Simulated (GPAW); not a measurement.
# MoS2 (P6_3/mmc): how ε∞ follows the gap

The empty bands of MoS2 (P6_3/mmc) are shifted up rigidly by Δ, and ε∞ along x is computed for each shift. x, y and z are the Cartesian axes of the input cell.

Cell: a, b, c = 3.169, 3.169, 12.324 Å (primitive vectors), 6 atoms.

Method: GPAW 26.7.0, LDA, RPA, k-mesh 12×12×3, local fields up to 50 eV, Lorentzian half width 0.15 eV.

Launch of the response step: `OMP_NUM_THREADS=1 python df.py`. The series took 21.8 min in all, its band step included, on 1 thread of Arm Neoverse V1, on a shared host.

```tsv
Δ (eV)	ε∞ along x
0.00	14.047
0.40	12.769
0.80	11.745
1.20	10.904
1.60	?
2.00	9.592
```

With one effective transition at E₀ and fixed dipole strength, ε∞ − 1 = A/(E₀ + Δ), so 1/(ε∞ − 1) is linear in Δ.

Working, on the rows shown:

| x = Δ (eV) | y = 1/(ε∞ − 1) |
| --- | --- |
| 0 | 0.076646 |
| 0.4 | 0.084969 |
| 0.8 | 0.0930665 |
| 1.2 | 0.100969 |
| 2 | 0.116387 |

Means: x̄ = 0.88, ȳ = 0.094408. Σ(x − x̄)(y − ȳ) = 0.04699, Σ(x − x̄)² = 2.368. Slope = 0.04699 / 2.368 = 0.01984; intercept = ȳ − slope · x̄ = 0.076947. Turned back into ε∞ along x, the line misses the rows shown by at most 0.051.

Q: What does the fit predict for the withheld row, and how well does it do?

A: At x = 1.6 the line gives y = 0.10869, that is 10.200. The run gave 10.196, so the interpolation is off by 0.0042, 0.1 % of the range in the table.

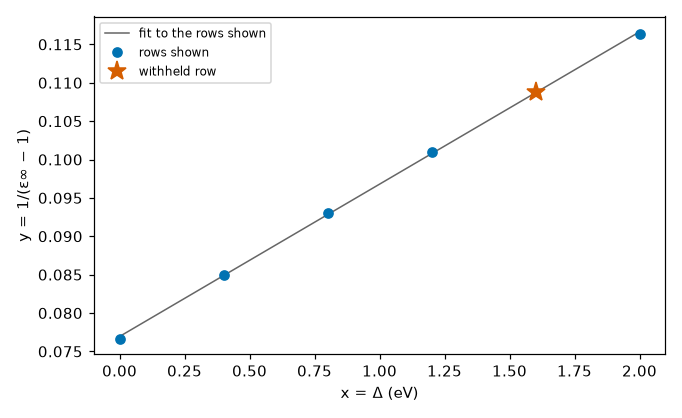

Refitted with all rows, the slope is 0.01985 and the intercept 0.076945. These give E₀ = intercept/slope = 3.9 eV, far above the least direct gap of 1.64 eV: most of the screening comes from transitions well over the edge. Over the first step ε∞ falls by 23 % per eV. The cell comes from an older database entry, whose edges can be off by a per cent or so. Excitons are left out; LDA gaps are as a rule too small. The values come from a sum over the points of one k-mesh and carry its error, which grows as the direct gap shrinks. This version of GPAW has incomplete matrix elements in the optical limit, which can lower ε − 1 by up to a tenth where first-row anions or d states rule. Spin-orbit coupling is left out.

[Logs are printed without paths, hosts, clocks, repeated set-up lines and the standing remarks that a program may print on its own settings, such as how far it seeks lower states.]
